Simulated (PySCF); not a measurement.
## Electronic structure of CH$_{3}$PSi (SMILES [SiH3]C#P) in real space

Input

```
{"job": {"kind": "uv", "xc": "CAM-B3LYP", "basis": "def2-SVPD", "nstates": 8, "ntriplets": 3}, "charge": 0, "multiplicity": 1}
Si    -0.648979    -0.016345    -0.008121
C      1.197507     0.031277     0.005381
P      2.758298     0.069969     0.015626
H     -1.128589     1.214772    -0.641357
H     -1.066187    -1.194308    -0.773221
H     -1.108927    -0.103374     1.380117
```

Launched as:

```sh
OMP_NUM_THREADS=1 python probes_run.py task.json out
```

Geometry: GFN2-xTB.

The calculation used CAM-B3LYP/def2-SVPD, SCF density, gas phase in PySCF 2.14.0.

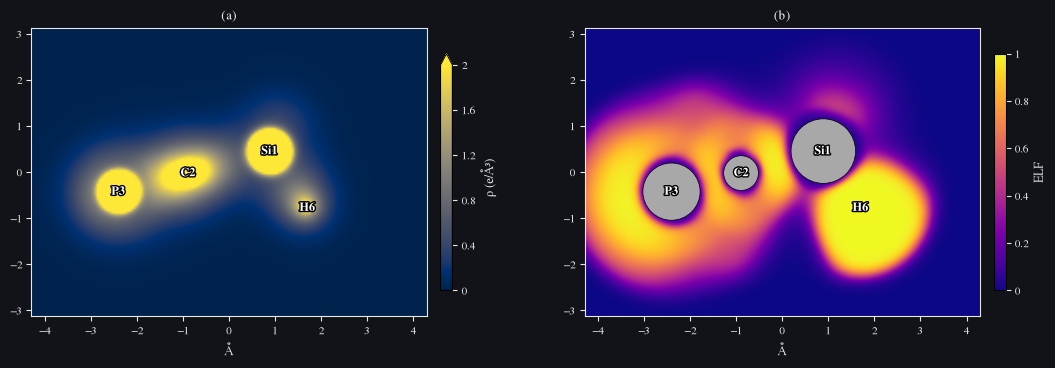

Figure 1. (a) total electron density; (b) electron localisation function on the plane of atoms C2, Si1 and H6. Grey discs cover the atomic cores in the ELF map.

Describe what can be read from this map.

The section cuts through Si, C, P and H sites.
C–P (1.56 Å): ρ is about 1.6 e/Å³ halfway; the ELF peaks at about 0.90 between the atoms (localised, covalent bonding).
C–Si (1.85 Å): ρ at the midpoint is about 0.95 e/Å³; the ELF peaks at about 0.95 between the atoms; localised, covalent bonding.
Si–H (1.47 Å): ρ is about 0.79 e/Å³ halfway; the ELF climbs to about 1 towards the hydrogen, as it does in any bond to H.
The ELF also peaks beside P3, away from the bonds: lone-pair regions.

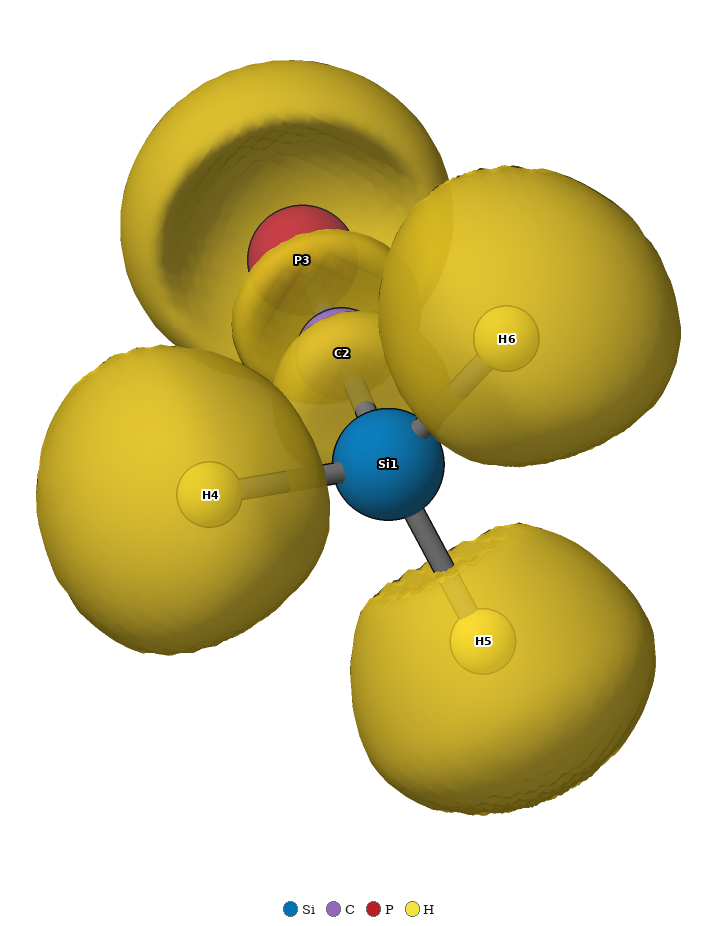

Figure 2. Isosurface of the ELF at 0.85 (yellow), seen at an oblique angle. Only the valence region is drawn (cores and ρ < 0.01 e/Å³ removed).

Where are the electrons localised?

At this value the surface marks out one region between bonded C–P atoms (shared pairs), one region between bonded C–Si atoms (shared pairs), three regions around hydrogen nuclei and one lobe on P, pointing away from the bonds (lone pairs).

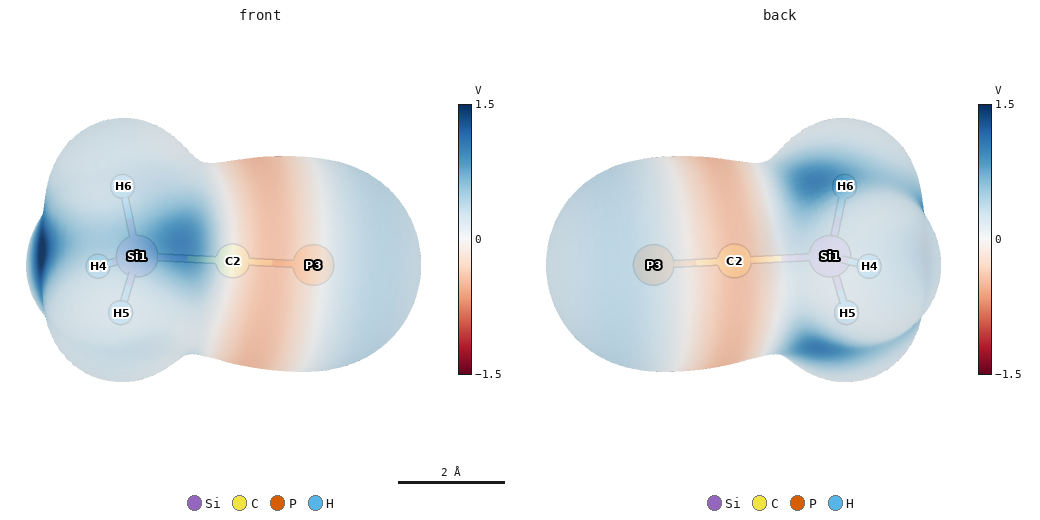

Figure 3. The molecular electrostatic potential painted on the density surface at 0.002 e/bohr³, seen from the front and from behind; the colour scale runs from red (negative) to blue (positive).

Describe the electrostatic potential map.

The most negative region (about −0.4 V) lies over C2, the most positive (about +1.4 V) over Si1.
